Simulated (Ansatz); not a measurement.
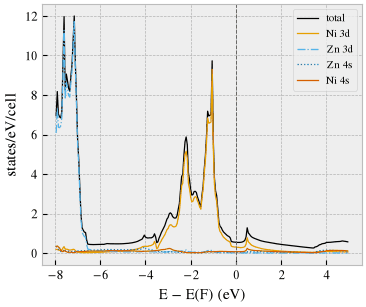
Figure: Total and projected density of states of ZnNi (L1₀ or tetragonal B2, space group No. 123), plane-wave PAW r²SCAN (Ansatz code)

**Question.** Which orbitals carry the states next to the Fermi level?

**Answer.** Within 0.5 eV of the Fermi level: Ni 3d 61 %, Ni 4s 11 %, Zn 4s 8 %, outside the projected shells 18 %. Projections are on Löwdin-orthogonalised atomic valence shells; empty p or d shells of many metals are not among them.

**Question.** Where is the tallest occupied peak in this window, and what makes it?

**Answer.** Near -7.2 eV, about 12 states/eV per cell; the largest projected share is Zn 3d.

Space group P4/mmm (L1₀ or tetragonal B2). The first step of the workflow began from a Materials Project structure, measured or hypothetical; the Crystallography Open Database files this formula in space group No. 123, but the cells were not matched. Its standing as an ambient phase is unchecked. The r²SCAN relaxation kept the symmetry of its start; whether a distortion lowers the energy is not shown. No spin polarisation was allowed.

Potentials: the later of the program's two PAW sets.
